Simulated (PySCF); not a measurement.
```json
{"atom": "C", "x (Å)": "-1.4078", "y (Å)": "1.2890", "z (Å)": "0.1308"}
{"atom": "Al", "x (Å)": "-0.0168", "y (Å)": "-0.0069", "z (Å)": "-0.5876"}
{"atom": "C", "x (Å)": "1.8315", "y (Å)": "0.6029", "z (Å)": "-0.0040"}
{"atom": "C", "x (Å)": "-0.3766", "y (Å)": "-1.8676", "z (Å)": "0.1471"}
{"atom": "H", "x (Å)": "-1.2433", "y (Å)": "2.3214", "z (Å)": "-0.2334"}
{"atom": "H", "x (Å)": "-1.3908", "y (Å)": "1.3321", "z (Å)": "1.2375"}
{"atom": "H", "x (Å)": "-2.4364", "y (Å)": "1.0050", "z (Å)": "-0.1639"}
{"atom": "H", "x (Å)": "2.0632", "y (Å)": "1.6267", "z (Å)": "-0.3556"}
{"atom": "H", "x (Å)": "2.6297", "y (Å)": "-0.0579", "z (Å)": "-0.3939"}
{"atom": "H", "x (Å)": "1.9319", "y (Å)": "0.6115", "z (Å)": "1.0991"}
{"atom": "H", "x (Å)": "0.3738", "y (Å)": "-2.6040", "z (Å)": "-0.1996"}
{"atom": "H", "x (Å)": "-1.3688", "y (Å)": "-2.2531", "z (Å)": "-0.1571"}
{"atom": "H", "x (Å)": "-0.3520", "y (Å)": "-1.8805", "z (Å)": "1.2545"}
{"atom": "H", "x (Å)": "-0.0929", "y (Å)": "-0.0405", "z (Å)": "-2.2484"}
```

Geometry: PBE0-D3(BJ)/ma-def2-SVP.

Method: DFT single point, gas phase, functional wB97X in PySCF 2.14.0, density-fitted response routines.

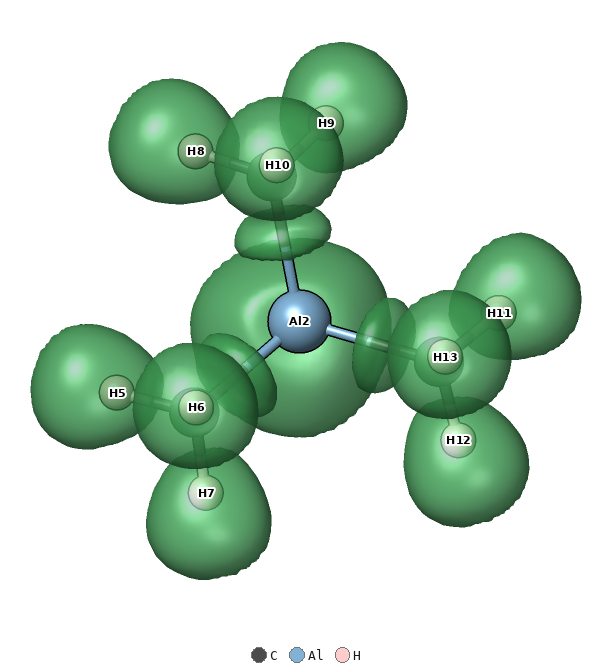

C3H10Al (SMILES [CH3][AlH-]([CH3])[CH3]) (charge −1). Isosurface of the electron localisation function at 0.85 (green), seen across its widest extent. Core shells and regions of very low density are left out.

Q: What do the ELF domains correspond to?

A: The surface consists of three regions between bonded Al–C atoms (shared pairs) and ten regions around hydrogen nuclei. Profiles from the grid: C–Al (2.03 Å): the ELF peaks at about 1 between the atoms: a polar covalent bond. C–H (1.11 Å): the ELF climbs to about 1 towards the hydrogen, as it does in any bond to H (a covalent bond by its length).
